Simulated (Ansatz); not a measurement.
The starting structures come from a database of crystals and need not be the phases stable at ambient conditions.

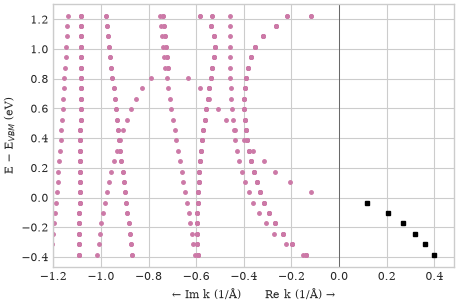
Figure. Complex bands at the centre of the two-dimensional zone; Ansatz (an electronic-structure program) with r2SCAN

The gap is the functional's own, uncorrected, and κ follows it; spin-orbit coupling is left out. Mid-gap values are interpolated between the computed energies.

### Question
This is Rh$_{2}$O$_{3}$ (R-3c, corundum, not sure to be the ambient phase, 10 atoms a cell, 10.6 Å³ an atom) along the normal of (001). Read off the slowest decay at the centre of the two-dimensional zone at 0.46 eV, the computed energy nearest the middle of the gap.

### Answer
κ ≈ 0.39 1/Å, a decay length 1/(2κ) of the density of 1.3 Å.
